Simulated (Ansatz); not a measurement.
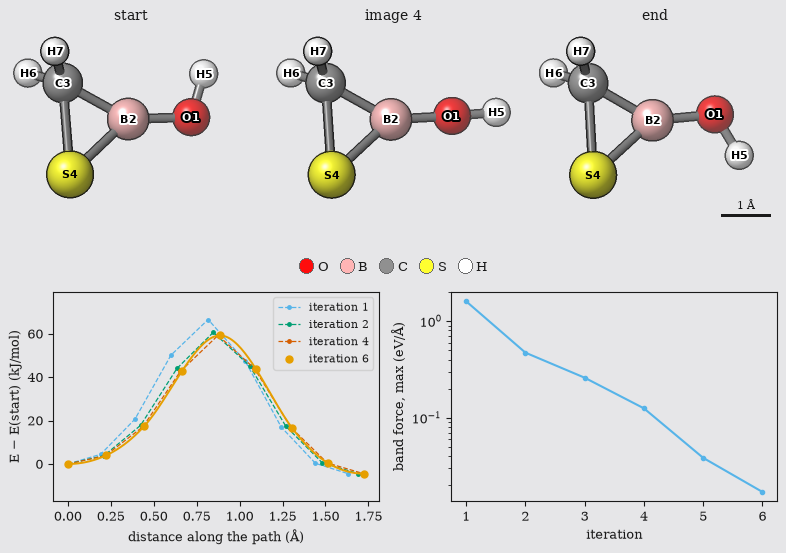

A search for the minimum-energy path of CH3BOS by the nudged elastic band. Images are numbered from 0 (start) to 8 (end). The plot follows the band through its iterations. The picture is a ball-and-stick view, seen at a tilt.

Computed with RKS revPBE/def2-SVP (Ansatz). Set-up: 7 movable images; climbing image; force threshold 0.03 eV/Å; iteration limit 60; starting path by image-dependent pair potential.

**Judge this run.**

The run is converged, with reservations. The band converged in 6 iterations. The largest component of the band force went from 1.6 to 0.017 eV/Å. The climbing image converged on the top of the path. Its vibrational analysis gives 2 imaginary modes over 30i cm⁻¹, so it isn't confirmed as a transition state. The first iteration put the highest image at 66.6 kJ/mol. The energy climbs by 59.2 kJ/mol to image 4 and then falls by 63.7 kJ/mol, so the end point sits at −4.5 kJ/mol.

The run took of the order of 70 core-seconds on a shared host.
